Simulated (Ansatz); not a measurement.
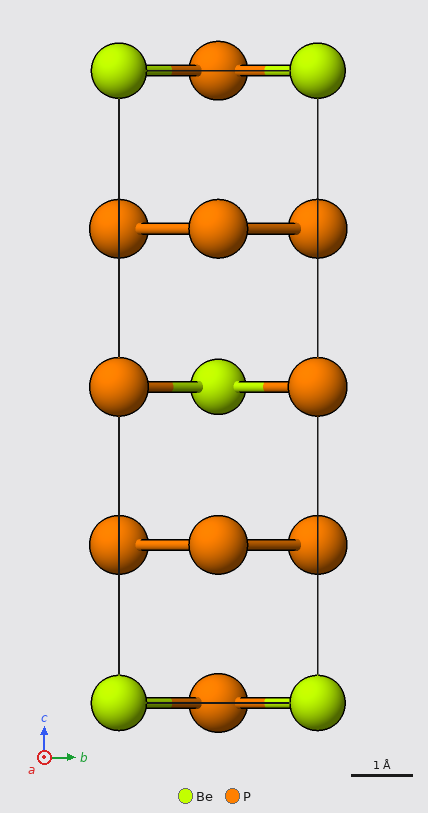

This ball-and-stick model is shown along the a axis. Atoms at the boundary of the conventional unit cell (the box) are drawn once for each face, edge or corner they touch.

Cell constants: a = 3.294 Å, b = 3.294 Å, c = 10.486 Å, α = 90.00°, β = 90.00°, γ = 90.00°.

The composition is BeP3.

Lattice type?

Answer. Body-centred tetragonal.

What lies around Be?

Answer. Four P in a square planar arrangement at about 2.3 Å.

Describe the connectivity.

Answer. The bonds build BeP and P layers parallel to (001).

The starting point was a textbook structure type filled with these elements (whether it is the usual form wasn't checked). It was relaxed with Ansatz 0.2.0, DFT PBE, scalar-relativistic, plane waves, PAW.
